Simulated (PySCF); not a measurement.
CH₄ClSi (SMILES [SiH3][CH]Cl) (doublet)

```xyz
7

Si   -0.8114    0.0329   -0.0467
C     1.0304   -0.2063   -0.0076
Cl    2.0754    1.0293    0.4833
H    -1.3100    0.3678    1.2916
H    -1.1642    1.1297   -0.9539
H    -1.3649   -1.2360   -0.5129
H     1.5480   -1.1126   -0.2810
```

Geometry: GFN2-xTB.

These are results of PySCF, UKS B3LYP, pcH-1 on C Cl H Si, non-relativistic, mean-field spin-orbit, GIAO, not measurements.

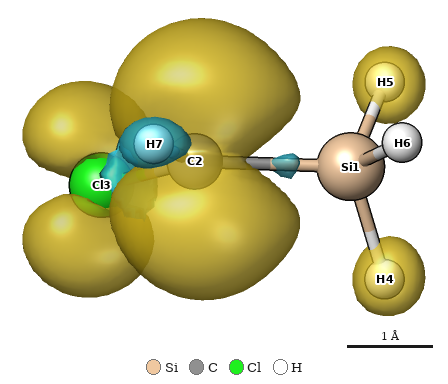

Figure 1. Isosurfaces of the spin density (α minus β) at +0.015 (yellow) and −0.015 e/Å³ (cyan), seen from one side.

Q: Where is the unpaired spin?

A: The unpaired spin (1 electron) lies mostly on C2 (about 0.6) and Cl3 (about 0.2), in electrons by Hirshfeld's partition.

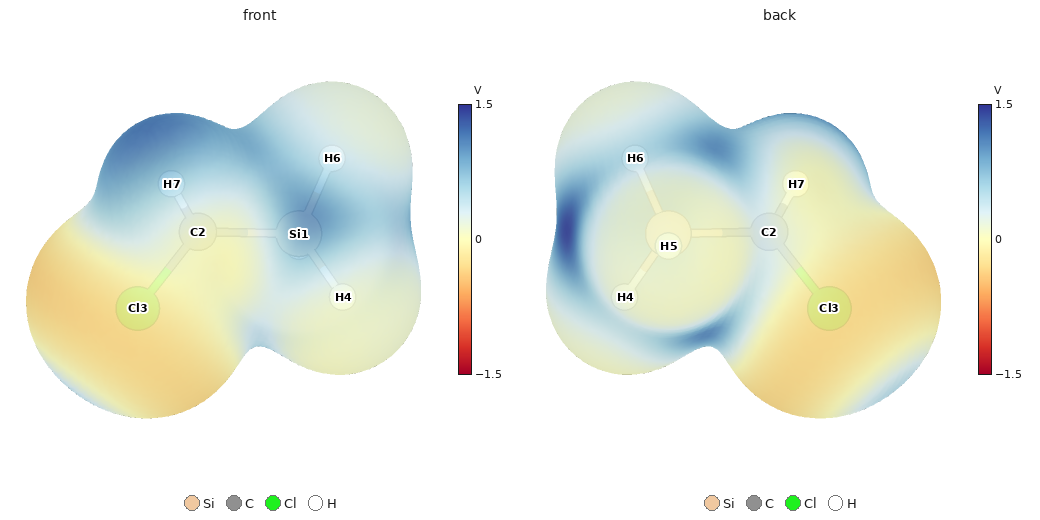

Figure 2. The molecular electrostatic potential painted on the density surface at 0.002 e/bohr³, seen from the front and from behind; the colour scale runs from red (negative) to blue (positive).

Q: Describe the electrostatic potential map.

A: The most negative region (about −0.3 V) lies over Cl3, the most positive (about +1.3 V) over Si1. Cl3 shows a σ-hole: about +0.5 V at the tip opposite its bond, against about −0.3 V on its flanks.

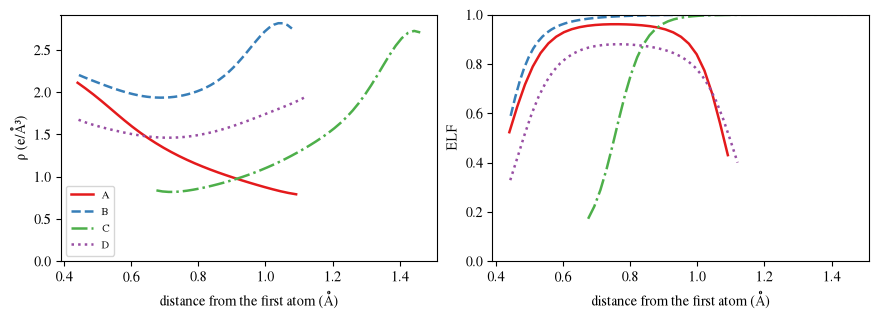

Figure 3. Total electron density and ELF along straight lines between neighbouring atoms. The curves leave out the atomic cores.

Q: Which curve belongs to which contact (C–Cl, C–H, C–Si and Si–H)? The first atom named is at distance zero.

A: Curve A: C–Si (1.86 Å): ρ at the midpoint is about 0.96 e/Å³; the ELF peaks at about 0.95 between the atoms (a covalent bond). Curve B: C–H (1.08 Å): the density is about 2.1 e/Å³ at the midpoint; the ELF climbs to about 1 towards the hydrogen, as it does in any bond to H; a covalent bond by its length. Curve C: Si–H (1.46 Å): ρ at the midpoint is about 0.82 e/Å³; the ELF climbs to about 1 towards the hydrogen. Curve D: C–Cl (1.69 Å): ρ at the midpoint is about 1.5 e/Å³; the ELF peaks at about 0.90 between the atoms: localised, covalent bonding.
